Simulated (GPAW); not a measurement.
# CuBiSeO (P4/nmm): G0W0 with GPAW, start to end, part 2 of 2

Aim: the G0W0 gap of CuBiSeO (P4/nmm) on LDA, step by step.

GPAW 26.7.0; LDA and many-body steps on it, plane waves. Known limits of the many-body steps: not at the basis limit; model gap, bands may invert with spin-orbit coupling; d shell near the gap, gap tends to lie low; no spin-orbit coupling; coarse k mesh.

So far. Step 3 (Bands along the symmetry lines): The gap is 0.133 eV, −0.014 eV from the run before at this level. Step 4 (Empty states on the mesh, 4×4×2 mesh, 331 bands): On this mesh the gap is 0.133 eV.

### 5. Screening and self-energy, 4×4×2 mesh, 321 bands, screening to 100 eV

Now the one-shot GW correction: screening in the RPA, then the self-energy of the levels asked for.

This step: G0W0 on LDA, plane waves, PAW.

run.py

```python
import json
import numpy as np
from gpaw.mpi import world
from gpaw.response.g0w0 import G0W0

gw = G0W0('full.gpw',
    filename='gw',
    kpts=[0, 1, 3],
    bands=(36, 40),
    ecut=100,
    nbands=321,
    integrate_gamma='WS',
    ppa=True)
gw.calculate()
res = {mode: {k: v for k, v in r.items() if k != 'sigma_eskwn'}
       for mode, r in gw.all_results.items()}

if world.rank == 0:
    with open('result.json', 'w') as f:
        json.dump(res, f, default=lambda x: x.tolist())
```

Launch:

```console
mpirun -n 4 gpaw python run.py
```

Numbers of over 12 decimals in the logs are rounded to 6 here.

What it wrote:

```text
Using integrator: PointIntegrator
FrequencyGridDescriptor(from 0.000+0.000j to 0.000+27.211j eV, 2 points)
Nonperiodic BCs:  [False False False]
Using integrator: PointIntegrator
FrequencyGridDescriptor(from 0.000+0.000j to 0.000+27.211j eV, 2 points)
Nonperiodic BCs:  [False False False]
  ___  _ _ _
 |   || | | |
 | | || | | |
 |__ ||_____|
 |___|

BZ k-points: Symmetries present (total): 8

  [... matrices ...]
32 k-points: 4 x 4 x 2 Monkhorst-Pack grid + [1/8,1/8,1/4]
12 k-points in the irreducible part of the Brillouin zone
       k-points in crystal coordinates                weights
   0:     0.00000000    0.00000000    0.00000000          1/32
   1:     0.00000000    0.00000000    0.50000000          1/32
   2:     0.25000000    0.00000000    0.00000000          4/32
   3:     0.25000000    0.00000000    0.50000000          4/32
   4:     0.25000000    0.25000000    0.00000000          4/32
   5:     0.25000000    0.25000000    0.50000000          4/32
   6:     0.50000000    0.00000000    0.00000000          2/32
   7:     0.50000000    0.00000000    0.50000000          2/32
   8:     0.50000000    0.25000000    0.00000000          4/32
   9:     0.50000000    0.25000000    0.50000000          4/32
          ...
  11:     0.50000000    0.50000000    0.50000000          1/32

Distributing spins, k-points and bands (1 x 3 x 4) over 4 processes
Number of blocks: 1

Quasi particle states:
k-points (IBZ indices): [0, 1, 3]
Band range: (36, 40)
  [... matrices ...]
Computational parameters:
Plane wave cut-off: 100 eV
Number of bands: 321
Coulomb cutoff: None
Broadening: 0.1 eV

fxc modes: GW
Kernel: RPA
Using Godby-Needs plasmon-pole approximation:
  Fitting energy: i*E0, E0 = 1.000 Hartree
Summing all q:

Calculating screened Coulomb potential
No Coulomb truncation
FrequencyGridDescriptor(from 0.000+0.000j to 0.000+27.211j eV, 2 points)
Removing empty qpoint cache files...

Calculating chi0 body with:
    Ground state adapter containing:
    Number of spins: 1
    Number of kpoints: 32
    Number of irreducible kpoints: 12
    Number of completely occupied states: 38
    Number of partially occupied states: 38
    Occupied states memory: 18.03515625 M / cpu

    Linear response parametrization:
    q_c: [0.0, 0.0, 0.0]
    Number of frequency points: 2
    Planewave cutoff: 100.0
    Number of bands: 321
    Number of planewaves: 331
    Broadening (eta): 1e-06
    comm.size: 4
    kncomm.size: 4
    blockcomm.size: 1

    Memory estimate of potentially large arrays:
        chi0_wGG: 3.343536 M / cpu
Integrating chi0 body.

Symmetries of q_c:
    Direct symmetries (Uq -> q): 8
    Indirect symmetries (TUq -> q): 8
In total 16 allowed symmetries.

  [... matrices ...]
12 groups of equivalent kpoints. 62.5% reduction.

Integral kind: response function
Integrating chi0 head and wings.

Symmetries of q_c:
    Direct symmetries (Uq -> q): 8
    Indirect symmetries (TUq -> q): 8
In total 16 allowed symmetries.

  [... matrices ...]
12 groups of equivalent kpoints. 62.5% reduction.

Integral kind: response function wings

Calculating chi0 body with:
    Ground state adapter containing:
    Number of spins: 1
    Number of kpoints: 32
    Number of irreducible kpoints: 12
    Number of completely occupied states: 38
    Number of partially occupied states: 38
    Occupied states memory: 18.03515625 M / cpu

    Linear response parametrization:
[... the further q-points ...]

Results:
f:      Occupation numbers
eps:     KS-eigenvalues [eV]
vxc:     KS vxc [eV]
exx:     Exact exchange [eV]
sigma:   Self-energies [eV]
dsigma:  Self-energy derivatives
Z:       Renormalization factors
qp:      QP-energies [eV]

k-point 0 (0): (0.000, 0.000, 0.000)                GW
band       f     eps     vxc     exx   sigma  dsigma       Z      qp
                                                                   GW
  36   1.000   6.867 -25.246 -29.460   4.277  -0.335   0.749   6.914
  37   1.000   6.867 -25.246 -29.460   4.277  -0.335   0.749   6.914
  38   0.000   7.473 -15.596 -11.773  -3.124  -0.247   0.802   8.032
  39   0.000   8.106 -14.825 -10.802  -3.286  -0.248   0.801   8.697

k-point 1 (1): (0.000, 0.000, 0.500)                GW
band       f     eps     vxc     exx   sigma  dsigma       Z      qp
                                                                   GW
  36   1.000   7.202 -26.128 -30.462   4.385  -0.336   0.749   7.241
  37   1.000   7.202 -26.128 -30.462   4.385  -0.336   0.749   7.241
  38   0.000   7.376 -14.230  -9.952  -3.467  -0.238   0.808   8.030
  39   0.000   7.598 -18.965 -16.156  -2.159  -0.268   0.788   8.110

k-point 2 (3): (0.250, 0.000, 0.500)                GW
band       f     eps     vxc     exx   sigma  dsigma       Z      qp
                                                                   GW
  36   1.000   6.672 -26.594 -31.075   4.618  -0.345   0.744   6.774
  37   1.000   7.243 -26.068 -30.397   4.370  -0.335   0.749   7.273
  38   0.000   8.769 -15.525 -11.275  -3.417  -0.260   0.793   9.430
  39   0.000   9.050 -17.641 -13.607  -3.132  -0.271   0.787   9.760
```

The job ended after 8.5 min (4 MPI ranks of Arm Neoverse V1, shared host; peak memory 2.9 GiB).

This step gave:

```
G0W0 gap on the points computed              : 0.7579 eV
least direct G0W0 gap on the computed points : 0.7898 eV
Z at the valence top                         : 0.7493
Z at the conduction bottom                   : 0.8077
starting gap on the mesh                     : 0.1333 eV
k of the valence top                         : 0.25, 0, 0.5
k of the conduction bottom                   : 0, 0, 0.5
```

The gap on the mesh goes from 0.13 eV to 0.76 eV, a correction of +0.62 eV.

Limits: finite bands, cutoff and mesh; model gap, bands may invert with spin-orbit coupling; d shell near the gap, gap tends to lie low; no spin-orbit coupling; coarse k mesh. v1 is the top filled band, c1 the lowest empty one. The levels before and after the correction (eV, zero at the valence-band top of each column):

|  | conduction bottom | valence top |
| --- | --- | --- |
| Kohn-Sham | 0.13 | 0.00 |
| G0W0 | 0.76 | 0.00 |

|  | level | energy (eV) |
| --- | --- | --- |
| Kohn-Sham | (0 0 0.5) v2-v1 | -0.040 |
| Kohn-Sham | (0 0 0.5) c1 | 0.133 |
| Kohn-Sham | (0 0 0.5) c2 | 0.355 |
| Kohn-Sham | (0.25 0 0.5) v2 | -0.571 |
| Kohn-Sham | (0.25 0 0.5) v1 | 0.000 |
| Kohn-Sham | (0.25 0 0.5) c1 | 1.526 |
| Kohn-Sham | (0.25 0 0.5) c2 | 1.808 |
| G0W0 | (0 0 0.5) v2-v1 | -0.032 |
| G0W0 | (0 0 0.5) c1 | 0.758 |
| G0W0 | (0 0 0.5) c2 | 0.837 |
| G0W0 | (0.25 0 0.5) v2 | -0.498 |
| G0W0 | (0.25 0 0.5) v1 | 0.000 |
| G0W0 | (0.25 0 0.5) c1 | 2.158 |
| G0W0 | (0.25 0 0.5) c2 | 2.488 |

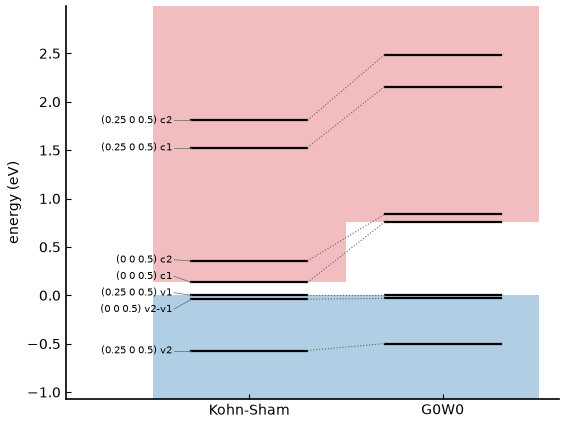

Levels before and after the correction. Shaded: valence and conduction bands.

### 6. Where the time went

Times are wall times on 4 MPI ranks of Arm Neoverse V1, shared host, good to a factor of about two.

| step | time | share | memory (GiB) |
| --- | --- | --- | --- |
| ground state | 54 s | 5 % | 1.0 |
| bands along the symmetry lines | 1.8 min | 11 % | 1.4 |
| empty states on the mesh | 6.1 min | 35 % | 1.7 |
| screening and self-energy | 8.5 min | 49 % | 2.9 |

### 7. Summary of results

- LDA gap: 0.13 eV, indirect (only 40 meV under the direct gap)
- G0W0 gap on the mesh: 0.76 eV
- GW settings: 4×4×2 mesh, 321 bands, screening to 100 eV, Godby-Needs plasmon pole
- known limits: not at the basis limit; model gap, bands may invert with spin-orbit coupling; d shell near the gap, gap tends to lie low; no spin-orbit coupling; coarse k mesh

G0W0 moves the gap on the mesh from 0.13 eV to 0.76 eV (+0.62 eV), with Z of 0.75 and 0.81 at the edges. Only 3 of the mesh's irreducible points were corrected, so a valley elsewhere could overtake. Bands and cutoff are finite, so the gap is not at the basis limit. The miss can reach some tenths of an eV and take either sign; the mesh is an error of its own. These stock PAW sets were not made for GW; the filled d or f shell of Se lies in the frozen core, which bears on start and correction. In the G0W0 run levels were corrected at 3 k points alone, so a gap called «on the mesh» is the least over those, and an edge elsewhere would be missed. The 4×4×2 mesh is coarse for this cell, which bears on the long-range parts of exchange and screening. Where an edge is built on 6p states of lead, bismuth or thallium, scalar-relativistic gaps usually stand too wide, by a few tenths to over one eV. With atoms this heavy and so narrow a gap, spin-orbit coupling can invert the bands. These scalar-relativistic gaps are then model values, not to be set against experiment, and a spin-orbit change taken from DFT can't simply be added. A d shell, filled or nearly so, lies near the gap. One-shot GW converges very slowly in bands there, not always from below, and on a semilocal start the gap tends to come out low; starts rich in exact exchange can overshoot instead.

[Paths, hosts, dates, memory and timing lines, banners, echoed tables and standing remarks are left out of the program output.]

[Logs are printed without paths, hosts, clocks, repeated set-up lines and the standing remarks that a program may print on its own settings, such as how far it seeks lower states.]

[Runs of the session that timed out or met a known fault of the program may be left out.]

[Hosts, paths, dates, database ids (printed as entryN), source tags and the programs' standing remarks are cut or masked in the printed files.]
